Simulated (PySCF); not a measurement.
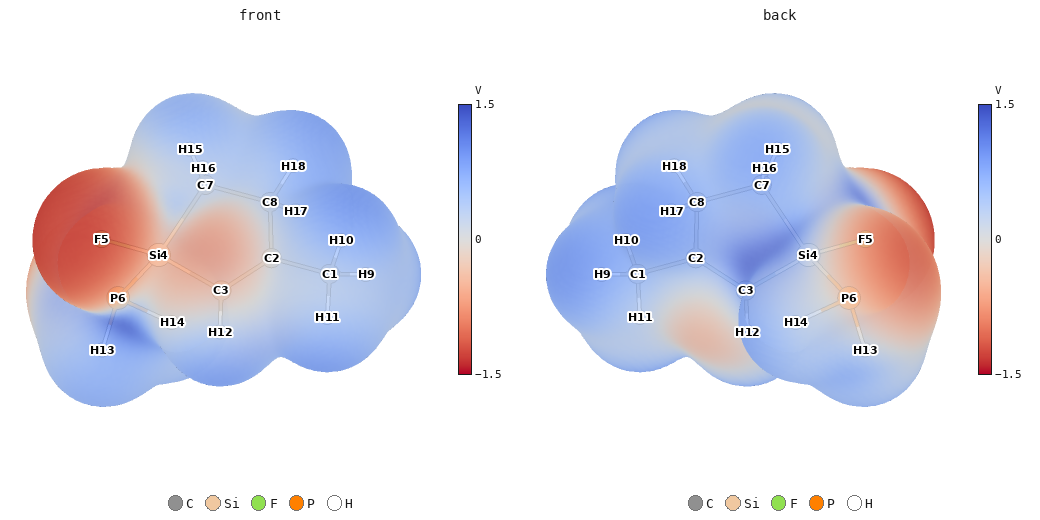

Figure 1: C$_{5}$H$_{10}$FPSi. The molecular electrostatic potential painted on the density surface at 0.002 e/bohr³, seen from the front and from behind; red is negative and blue positive.

Geometry: GFN2-xTB.

The calculation used PBE0/pcSseg-1, SCF density, gas phase, non-relativistic (PySCF).

```yaml
atoms:
  - { symbol: C, position_ang: [2.2390, -1.1252, 0.2912] }
  - { symbol: C, position_ang: [0.9694, -0.3820, 0.0378] }
  - { symbol: C, position_ang: [-0.1670, -0.5582, 0.7126] }
  - { symbol: Si, position_ang: [-1.5182, 0.5721, 0.0732] }
  - { symbol: F, position_ang: [-2.0843, 1.5602, 1.2385] }
  - { symbol: P, position_ang: [-3.3609, -0.2052, -0.9452] }
  - { symbol: C, position_ang: [-0.2808, 1.5032, -1.0362] }
  - { symbol: C, position_ang: [0.9753, 0.6243, -1.0816] }
  - { symbol: H, position_ang: [2.6005, -1.5813, -0.6300] }
  - { symbol: H, position_ang: [3.0092, -0.4383, 0.6420] }
  - { symbol: H, position_ang: [2.0970, -1.9011, 1.0390] }
  - { symbol: H, position_ang: [-0.2476, -1.2861, 1.5036] }
  - { symbol: H, position_ang: [-3.7384, -0.9966, 0.1264] }
  - { symbol: H, position_ang: [-2.7057, -1.2546, -1.5694] }
  - { symbol: H, position_ang: [-0.0454, 2.4626, -0.5789] }
  - { symbol: H, position_ang: [-0.6456, 1.7122, -2.0389] }
  - { symbol: H, position_ang: [1.0098, 0.0728, -2.0261] }
  - { symbol: H, position_ang: [1.8850, 1.2277, -1.0343] }
```

Q: Where is the surface potential most negative and most positive?

A: The most negative region (about −1.3 V) lies over F5, the most positive (about +1.1 V) over Si4 and P6.

Q: How polar is the molecule by this calculation?

A: Its dipole moment is 3.12 D.
